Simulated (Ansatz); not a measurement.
# AlF2H3O3: what the fields show

```yaml
atoms:
  - { symbol: Al, position_ang: [-0.7526, -0.6063, -0.1390] }
  - { symbol: O, position_ang: [0.4860, -0.8029, 1.0433] }
  - { symbol: F, position_ang: [-0.7997, -1.6916, -1.3744] }
  - { symbol: F, position_ang: [-2.1804, 0.0836, 0.3295] }
  - { symbol: H, position_ang: [1.3769, 0.5212, 0.4084] }
  - { symbol: O, position_ang: [1.3658, 1.2500, -0.2717] }
  - { symbol: O, position_ang: [0.0440, 1.0556, -0.7759] }
  - { symbol: H, position_ang: [0.9055, -1.6389, 1.2372] }
  - { symbol: H, position_ang: [-0.4455, 1.8291, -0.4574] }
```

The reactant side of a reaction path; geometry: PBE0-D4/def2-TZVP; a saddle point, not a minimum.

These are results of RKS PBE0-D4/def2-TZVPP in Ansatz, not measurements.

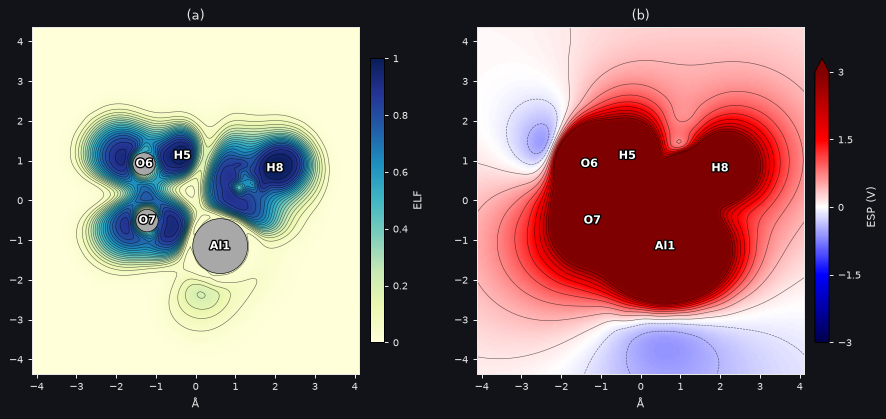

Figure 1. (a) electron localisation function; (b) molecular electrostatic potential on the plane of atoms Al1, O7 and O6. Grey discs cover the atomic cores in the ELF map.

### Interpret the plot.

The plane passes through Al, H and O nuclei.
O–O (1.43 Å): the ELF peaks at about 0.75 between the atoms, as expected for a shared electron pair.
Al–O (1.95 Å): the ELF peaks at about 0.90 in the valence shell of O, 0.7 Å from its nucleus, and is about 0.60 at the midpoint.
The ELF also peaks beside O2 and O6, away from the bonds: lone-pair regions.
Outside the dense part of the molecule the potential is most negative (−0.6 V) near F4, which lies off the plane.

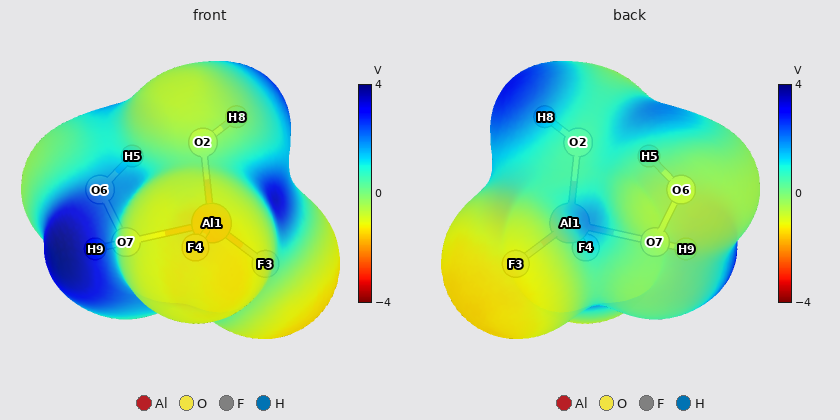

Figure 2. The electrostatic potential painted on the density surface at 0.002 e/bohr³, seen from the front and from behind; the colour scale runs from red (negative) to blue (positive).

### Describe the electrostatic potential map.

The most negative region (about −1.4 V) lies over F3, the most positive (about +3.8 V) over H9.

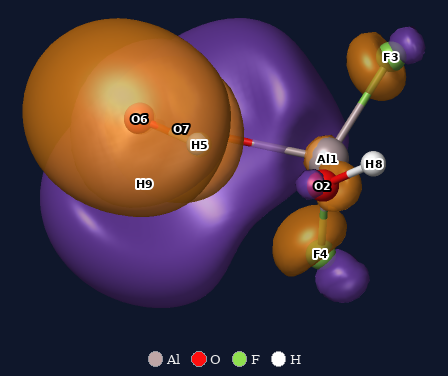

Figure 3. The LUMO at ±0.06 Å⁻³ᐟ² (orange and purple are the two phases), seen from one side.

### Describe this orbital and give its energy.

It lies mainly on O6 (about 40 %), O7 (about 30 %), Al1 (about 10 %) and H9 (about 10 %). Its energy is −0.97 eV.
